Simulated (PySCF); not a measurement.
**C6H9NOSi (SMILES C#CC(=O)N[SiH2]C1CC1): density, localisation and related maps**

```yaml
atoms:
  - { symbol: C, position_ang: [4.5334, -0.0132, 0.0218] }
  - { symbol: C, position_ang: [3.3699, 0.0228, -0.2688] }
  - { symbol: C, position_ang: [1.9710, 0.0955, -0.6217] }
  - { symbol: O, position_ang: [1.4862, 1.0027, -1.2689] }
  - { symbol: N, position_ang: [1.2075, -0.9262, -0.1811] }
  - { symbol: Si, position_ang: [-0.4962, -0.8430, -0.6184] }
  - { symbol: C, position_ang: [-1.3164, 0.6034, 0.2542] }
  - { symbol: C, position_ang: [-2.0321, 0.3999, 1.5642] }
  - { symbol: C, position_ang: [-2.8175, 0.6636, 0.3256] }
  - { symbol: H, position_ang: [5.5530, -0.0480, 0.2732] }
  - { symbol: H, position_ang: [1.6474, -1.6677, 0.3384] }
  - { symbol: H, position_ang: [-0.6044, -0.7770, -2.0722] }
  - { symbol: H, position_ang: [-0.9814, -2.1266, -0.0959] }
  - { symbol: H, position_ang: [-0.8233, 1.5613, 0.1415] }
  - { symbol: H, position_ang: [-1.9653, 1.1801, 2.3083] }
  - { symbol: H, position_ang: [-2.0646, -0.5941, 1.9850] }
  - { symbol: H, position_ang: [-3.3797, -0.1518, -0.1044] }
  - { symbol: H, position_ang: [-3.2963, 1.6247, 0.2133] }
```

Geometry: GFN2-xTB.

Method: PBE0/pcSseg-1, SCF density, gas phase, non-relativistic in PySCF 2.14.0.

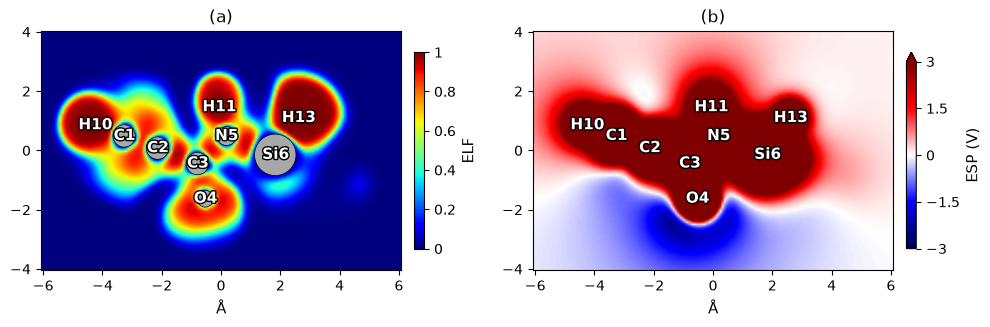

Figure 1. (a) electron localisation function; (b) electrostatic potential on the plane of atoms Si6, N5 and H11. Grey discs cover the atomic cores in the ELF map.

> Read the bonding off the picture.

Atoms in the plane: C, O, N, Si and H.
C–C (1.20 Å): the ELF peaks at about 0.85 between the atoms; a multiple bond.
C–O (1.22 Å): the ELF peaks at about 0.85 between the atoms; a short, multiple covalent bond.
C–N (1.35 Å): the ELF peaks at about 0.90 between the atoms, as expected for a covalent bond.
Si–N (1.76 Å): the ELF peaks at about 0.95 between the atoms; a shared but strongly polarised pair.
N–H (1.01 Å): the ELF climbs to about 1 towards the hydrogen, as it does in any bond to H; a covalent bond by its length.
The ELF also peaks beside O4, away from the bonds: lone-pair regions.
Outside the dense part of the molecule the potential is most negative (−2.4 V) near O4.

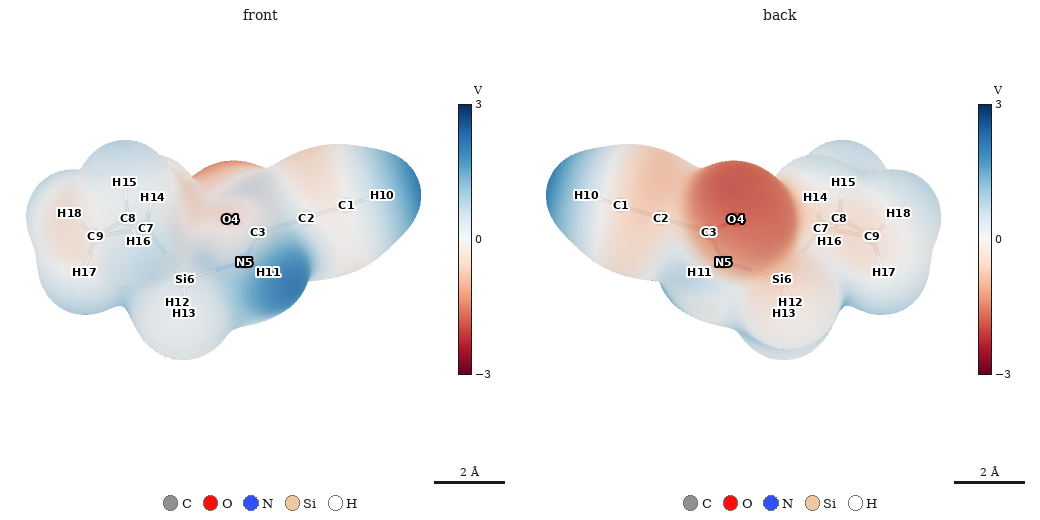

Figure 2. The electrostatic potential painted on the density surface at 0.002 e/bohr³, seen from the front and from behind; the colour scale runs from red (negative) to blue (positive).

> Describe the electrostatic potential map.

The most negative region (about −1.9 V, or −44 kcal/mol for a unit charge) lies over O4, the most positive (about +2.1 V, or +48 kcal/mol for a unit charge) over H11. O4 is the likeliest acceptor of a hydrogen bond.
